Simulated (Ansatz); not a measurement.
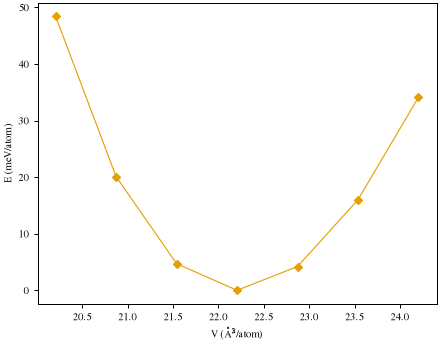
Ge (diamond, Fd-3m) under volume change, plane-wave PAW LDA (Ansatz code), scaled uniformly.

### Question
What does a third-order Birch–Murnaghan fit give for V₀, B₀ and B′?

### Answer
V₀ = 22.20 Å³/atom, B₀ = 71.7 GPa, B′ = 4.9.

The cell was relaxed with LDA under the symmetry of its start. The volume moved by -26 % from the start of the relaxation.

Potentials: the earlier of the program's two PAW sets. The files were generated under PBE; for other functionals the program regenerates the frozen cores, and for LDA and PBEsol the local potential too.
